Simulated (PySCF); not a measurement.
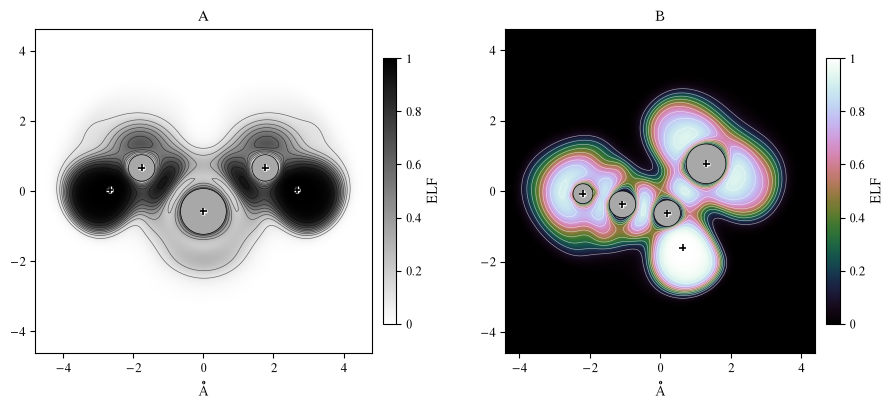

The ELF of 2 systems, each on a plane through atoms (crosses mark nuclei in the plane; grey discs cover the cores).

These are results of B3LYP/def2-SVPD, SCF density, gas phase, scalar-relativistic core potentials on the heavy atoms (PySCF), not measurements.

System 1: C$_{3}$H$_{10}$Sn (SnHMe3), the plane of atoms Sn1, C11 and H13. Geometry: PBE0-D3(BJ)/def2-SVP; core potentials replace the inner electrons of Sn.

```xyz
14

Sn    0.0023   -0.0027    0.5752
H     0.0209   -0.0021    2.3002
C     2.0289   -0.0131   -0.1582
H     2.5852    0.8488    0.2369
H     2.0301    0.0412   -1.2567
H     2.5436   -0.9347    0.1491
C    -1.0088    1.7639   -0.1336
H    -2.0535    1.7730    0.2090
H    -0.9990    1.7853   -1.2331
H    -0.5087    2.6690    0.2402
C    -1.0286   -1.7602   -0.1271
H    -2.0711   -1.7597    0.2225
H    -0.5340   -2.6685    0.2455
H    -1.0269   -1.7842   -1.2267
```

System 2: C$_{3}$H$_{4}$O$_{2}$SSi (SMILES O=C=CS[SiH2]C=O), the plane of atoms C2, C3 and H8. Geometry: GFN2-xTB.

```xyz
11

O     1.5792    2.1501   -1.1834
C     1.7171    1.1033   -0.7036
C     1.7883   -0.0843   -0.1938
S     0.7406   -1.3403   -0.9275
Si   -1.0138   -1.1652    0.3205
C    -1.4600    0.7010    0.2739
O    -1.1591    1.4646    1.1543
H     2.4791   -0.3966    0.5630
H    -2.0102   -1.9588   -0.3765
H    -0.6883   -1.5594    1.6827
H    -1.9676    1.0883   -0.6355
```

> Which map belongs to which system?

Panel A is system 1, C$_{3}$H$_{10}$Sn: the plane holds Sn, C and H. C–Sn (2.16 Å): the ELF peaks at about 0.90 in the valence shell of C, 0.7 Å from its nucleus, and drops to about 0.15 between the two atoms. Panel B is system 2, C$_{3}$H$_{4}$O$_{2}$SSi: the plane holds O, C, S and H. C–O (1.16 Å): the ELF peaks at about 0.85 between the atoms (a short, multiple covalent bond).
